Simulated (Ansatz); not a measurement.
B₂H₆OSi (SMILES BO[SiH2]B)

```xyz
10

B    -1.5619    1.3452    0.6432
O    -0.2923    1.0257    0.3369
Si    0.3596   -0.1107   -0.6915
B     1.5546   -1.4162    0.2415
H    -2.4751    0.7531    0.1263
H    -1.7484    2.2239    1.4378
H    -0.7472   -0.8405   -1.3786
H     1.1392    0.6340   -1.7193
H     2.1080   -2.2506   -0.4139
H     1.7466   -1.4152    1.4204
```

Geometry: PBE0-D4/def2-TZVP.

Level of theory: RKS PBE0-D4/def2-TZVPP in Ansatz.

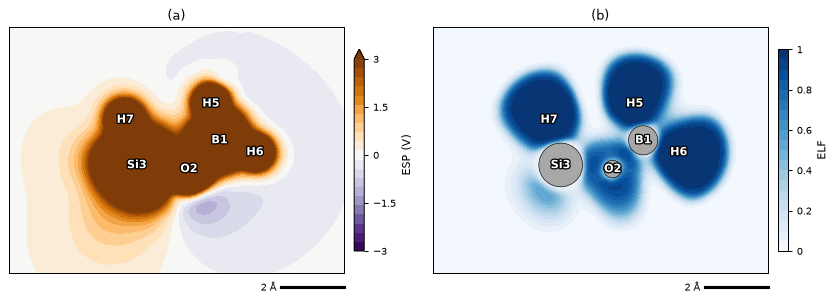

Figure 1. (a) molecular electrostatic potential; (b) electron localisation function on the plane of atoms O2, B1 and H6. Grey discs cover the atomic cores in the ELF map.

### Describe what can be read from this map.

The section cuts through B, O, Si and H sites. B–O (1.34 Å): the ELF peaks at about 0.90 between the atoms (a short, strongly polar bond). Si–O (1.67 Å): the ELF peaks at about 0.85 between the atoms: a shared but strongly polarised pair. B–H (1.20 Å): the ELF climbs to about 1 towards the hydrogen, as it does in any bond to H: a covalent bond by its length. Si–H (1.49 Å): the ELF climbs to about 1 towards the hydrogen. The ELF also peaks beside O2, away from the bonds: lone-pair regions. Outside the dense part of the molecule the potential is most negative (−1.2 V) near O2.

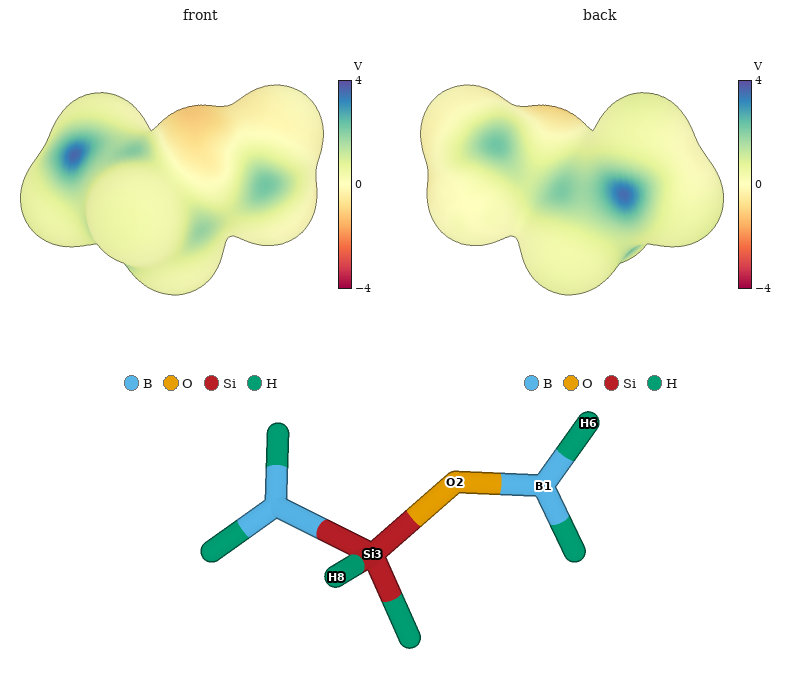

Figure 2. The electrostatic potential painted on the density surface at 0.004 e/bohr³, seen from the front and from behind; the colour scale runs from red (negative) to blue (positive). The bare structure is drawn below in the same view.

### Describe the electrostatic potential map.

The most negative region (about −1.1 V, or −25 kcal/mol for a unit charge) lies over O2, the most positive (about +3.4 V, or +78 kcal/mol for a unit charge) over B4. O2 is the likeliest acceptor of a hydrogen bond.

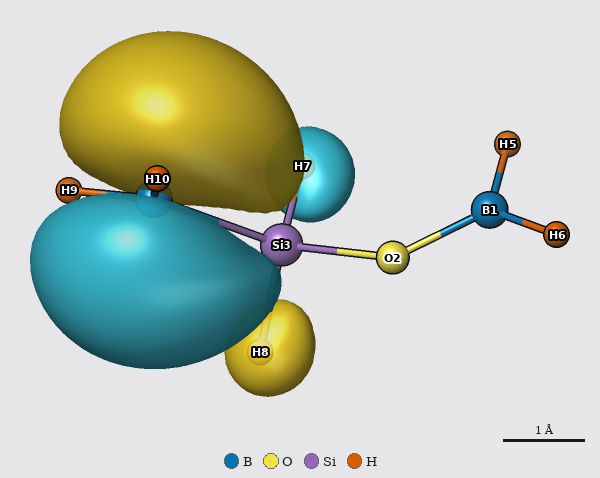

Figure 3. The LUMO at ±0.1 Å⁻³ᐟ² (yellow and cyan are the two phases), seen from one side.

### Describe this orbital and give its energy.

By Hirshfeld shares it lies mainly on B4 (about 65 %), Si3 (about 15 %), H10 (about 5 %) and H9 (about 5 %). Its energy is −2.66 eV.
